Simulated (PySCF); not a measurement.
# CH2O, SMILES `C=O`: electronic structure

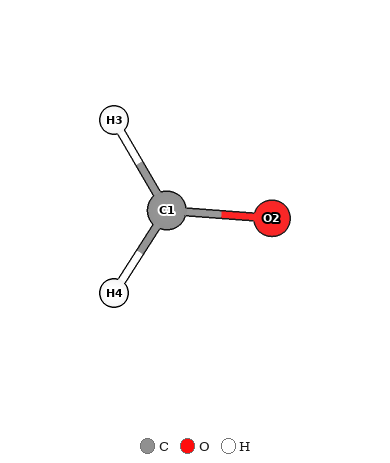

The molecule, with its atoms numbered as below. No frequency check shows the geometry to be a minimum.

Cartesian coordinates (Å):

```
C1       0.5213    0.0000    0.0000
O2      -0.6707    0.0000    0.0000
H3       1.1189   -0.9273    0.0000
H4       1.1189    0.9272    0.0000
```

### 1. Bonding charge

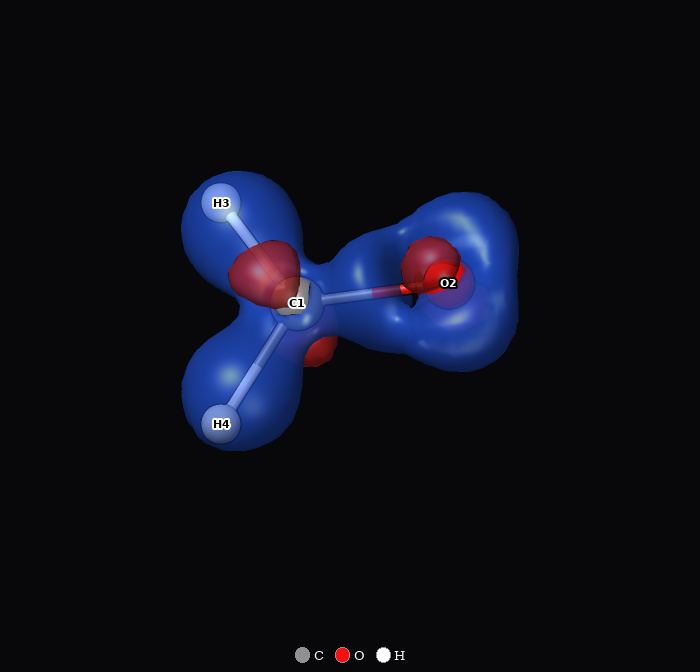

Deformation density (molecule less spherical, spin-averaged free atoms at the same positions), surfaces at ±0.2 e/Å³; blue: gain, red: loss.

Computed with PySCF, HF/6-311G**, geometry: GFN2-xTB.

Question: How much density has each bond gained at its critical point, relative to the free atoms?

Answer: C1–H3 and C1–H4: +0.78 e/Å³ at the bond critical point (bond length 1.10 Å, Mayer order 0.9). C1–O2: +0.70 e/Å³ at the bond critical point (bond length 1.19 Å, Mayer order 2.0). In all, 1.0 electrons gather in the regions of gain relative to the promolecule.

Question: Where do the Hirshfeld charges lie?

Answer: The highest Hirshfeld charge is on C1 (+0.15 e), the lowest on O2 (−0.27 e).

```tsv
atom	charge (e)
C1	+0.15
O2	−0.27
H3	+0.06
H4	+0.06
```

### 2. Local ionisation energy

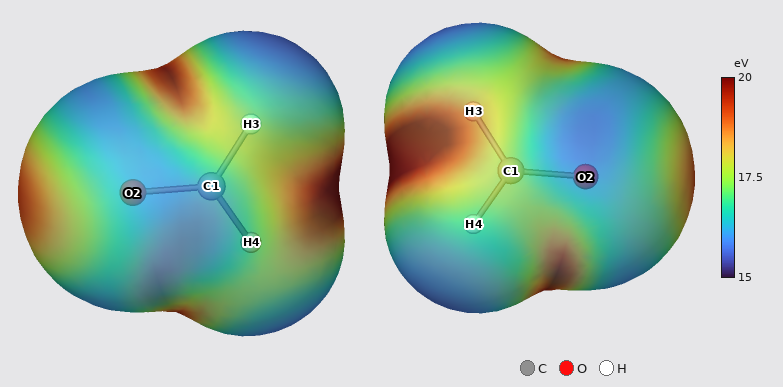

Average local ionisation energy on the surface of electron density 0.001 a.u. (back view left, front view right).

Question: Locate the minima of the map.

Answer: The lowest value is 15.7 eV, 1.4 Å from H3, and at like points elsewhere. Further minima include 15.7 eV, off the C1–O2 bond (1.9 to 2.0 Å from its atoms), and at like points elsewhere; 16.0 eV, 1.8 Å from O2, and at like points elsewhere. For comparison, the highest occupied orbital lies at −11.9 eV.

### 3. Localised orbitals

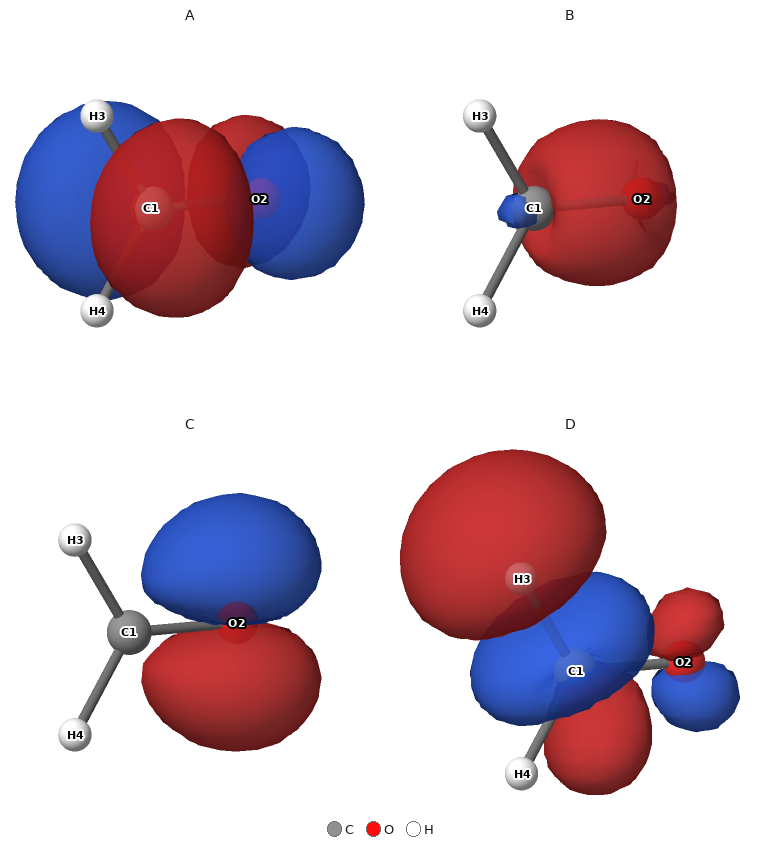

Intrinsic bond orbitals (IBO), occupied and valence-virtual; each surface holds about 85 % of the orbital's density. Energies are diagonal elements of the Fock matrix.

PySCF calculation, M06-2X/6-311+G**, gas phase; geometry: GFN2-xTB.

Question: Identify each orbital.

Answer: By panel:
- A: π* orbital C1–O2, mostly on C1 (C1 63 %, O2 37 %; 0.9 eV)
- B: σ bond O2–C1 (O2 62 %, C1 38 %; −29.2 eV)
- C: lone pair on O2 (p-type) (O2 94 %; −11.2 eV)
- D: σ* orbital H3–C1 (H3 55 %, C1 41 %, O2 3 %; 10.4 eV)

The PySCF runs shown took 0.92 s and 3.5 s on 1 thread of Arm Neoverse V1, on a shared host.
